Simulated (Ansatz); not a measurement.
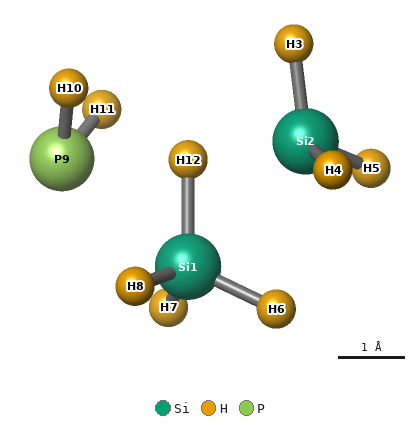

*The structure (ball-and-stick view, seen at a tilt; atoms are numbered from 1 in the order of the input).*

# Si$_{2}$PH$_{9}$: frequency calculation

Si$_{2}$PH$_{9}$, computed with RKS PBE/6-31G* (Ansatz 0.2.0).

It belongs to a series of runs on one base structure; here: vibrations at the highest image of the band. Figures and captions count atoms from 1; the log counts them from 0 in places.

**The input**
```yaml
crystal:
  periodic: [false, false, false]
  atoms:
    - { symbol: Si, position_ang: [-0.299503, 0.072215, 0.071968] }
    - { symbol: Si, position_ang: [0.133832, -0.14674, 2.69298] }
    - { symbol: H, position_ang: [-0.831666, -0.51834, 3.785917] }
    - { symbol: H, position_ang: [1.232444, -1.161944, 2.60767] }
    - { symbol: H, position_ang: [0.676865, 1.227209, 2.939337] }
    - { symbol: H, position_ang: [1.178176, 0.374023, 0.356895] }
    - { symbol: H, position_ang: [-0.715466, 1.33379, -0.630077] }
    - { symbol: H, position_ang: [-0.236018, -1.245743, -0.633866] }
    - { symbol: P, position_ang: [-2.895129, -0.330713, 0.242224] }
    - { symbol: H, position_ang: [-3.03108, -1.405274, 1.190083] }
    - { symbol: H, position_ang: [-3.291394, 0.668641, 1.197661] }
    - { symbol: H, position_ang: [-1.251662, -0.179223, 1.388207] }
basis:
  gaussian: { orbitals: "6-31G*" }
hamiltonian:
  xc: pbe
phonons: {}
```

Machine: 1 thread of Arm Neoverse V2, 24 GiB of memory available, shared host.

Launched with:
```bash
ansatz run input.yaml --threads 1 --pin off --max-ram 2048MiB --backend cpu --events-out ev --progress --plain --runs-dir out
```

**What the program printed**
```
Engine: ansatz 0.2.0, aarch64-unknown-linux-gnu
Functional definition: PBE
  parameter kappa = 0.804
  parameter beta = 0.06672455060314922
  exchange = pbe_x(kappa = kappa, mu = beta*pi^2/3)
  correlation = pbe_c(beta = beta)
1034 factors; their error is unknown
mean field evaluation 1: about -25171.1890 eV, gradient 1.7e1 eV
mean field evaluation 2: about -25169.9164 eV, gradient 2.4e1 eV
mean field evaluation 4: about -25172.4263 eV, gradient 1.7e0 eV
mean field evaluation 8: about -25172.4399 eV, gradient 3.2e-2 eV
mean field evaluation 16: about -25172.3600 eV, gradient 6.7e-5 eV
mean field -25172.35998710 eV, -925.0671670874 hartree, gradient 6.7e-5 eV, S^2 0.000000; 0 other end points of the search recorded, 0 dependent functions left out
the calculation of the forces begins
reference -25172.36002991 eV, -925.0671686607 hartree; 26, 26 occupied and 49, 49 virtual orbitals, 1034 factors
these checks for a lower state are left out or cut short: stability, starts, cluster_reference, orbital_swaps, neighbouring_geometries, increment
1034 factors; their error is unknown
mean field -25172.35986723 eV, -925.0671626822 hartree, gradient 2.2e-6 eV, S^2 0.000000; 0 other end points of the search recorded, 0 dependent functions left out
[... from here on the field's lines of each further geometry are left out, up to the last ...]
the calculation of the forces begins
reference -25172.35999651 eV, -925.0671674334 hartree; 26, 26 occupied and 49, 49 virtual orbitals, 1034 factors
these checks for a lower state are left out or cut short: stability, starts, cluster_reference, orbital_swaps, neighbouring_geometries, increment
1034 factors; their error is unknown
mean field evaluation 448: about -25172.3600 eV, gradient 1.9e-6 eV
mean field -25172.35998743 eV, -925.0671670995 hartree, gradient 1.9e-6 eV, S^2 0.000000; 0 other end points of the search recorded, 0 dependent functions left out
the calculation of the forces begins
reference -25172.36003024 eV, -925.0671686728 hartree; 26, 26 occupied and 49, 49 virtual orbitals, 1034 factors
WARN: phonons: modes at or below zero, which the zero-point energy, F, S and C_V leave out: 1, the lowest at -1193.80 cm⁻¹. A minimum has none, and a first-order saddle one
Total energy: -25172.36002991 eV, -925.0671686607 hartree
Atom 0 at    -0.299503     0.072215     0.071968 Å, force    -0.025740     0.012811    -0.008548 eV/Å
Atom 1 at     0.133832    -0.146740     2.692980 Å, force    -0.005334    -0.001342     0.001893 eV/Å
Atom 2 at    -0.831666    -0.518340     3.785917 Å, force     0.002435     0.002267    -0.000882 eV/Å
Atom 3 at     1.232444    -1.161944     2.607670 Å, force    -0.005453     0.001423    -0.000209 eV/Å
Atom 4 at     0.676865     1.227209     2.939337 Å, force    -0.001448    -0.002825    -0.003182 eV/Å
Atom 5 at     1.178176     0.374023     0.356895 Å, force     0.011055    -0.002385    -0.000102 eV/Å
Atom 6 at    -0.715466     1.333790    -0.630077 Å, force     0.011921    -0.004966     0.008321 eV/Å
Atom 7 at    -0.236018    -1.245743    -0.633866 Å, force     0.002915     0.002203     0.001088 eV/Å
Atom 8 at    -2.895129    -0.330713     0.242224 Å, force     0.006518    -0.019526     0.006219 eV/Å
Atom 9 at    -3.031080    -1.405274     1.190083 Å, force    -0.009399     0.001826    -0.003596 eV/Å
Atom 10 at    -3.291394     0.668641     1.197661 Å, force    -0.001499     0.002862     0.005770 eV/Å
Atom 11 at    -1.251662    -0.179223     1.388207 Å, force     0.014030     0.007652    -0.006772 eV/Å
Dipole moment:     0.280426     0.020121     0.287152 e Å
Vibrations: -1193.80 62.64 144.56 153.20 198.60 227.45 281.44 381.02 410.76 427.04 590.48 659.63 736.86 755.24 833.25 868.13 884.10 905.26 987.36 1051.59 1097.26 1647.58 1956.89 2139.90 2151.29 2192.64 2199.66 2213.52 2316.58 2342.08 cm⁻¹, zero-point energy 1.910350 eV
```

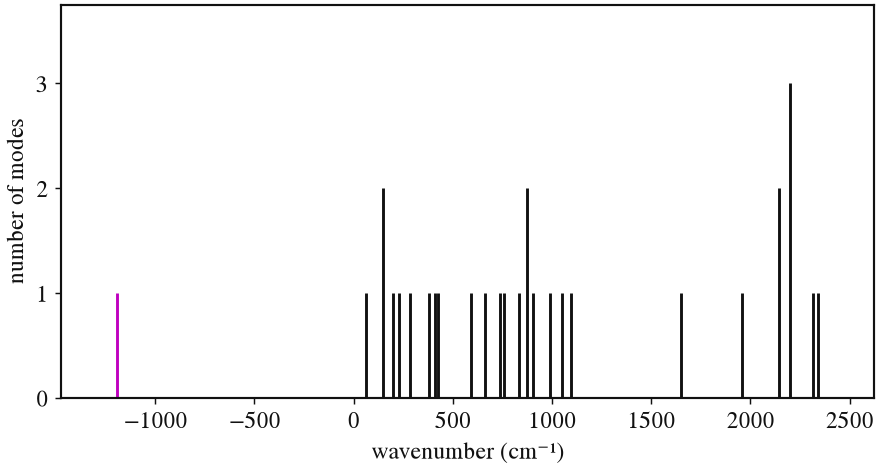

*Harmonic vibrational wavenumbers from the force constants; neighbouring modes closer than 16 cm⁻¹ are counted in one stick, and imaginary ones are drawn at negative wavenumbers.*

30 modes from 1194i to 2342 cm⁻¹, 1 imaginary beyond 8i (1194i cm⁻¹): a first-order saddle point, if the geometry is stationary.

**Key numbers**

| quantity | value |
| --- | --- |
| outcome | converged |
| total energy | −25172.3600 eV |
| mean-field energy | −25172.3600 eV |
| largest force (length of the vector) | 0.030 eV/Å |
| wall time | 1.8 min |
| peak memory | 0.12 GiB |
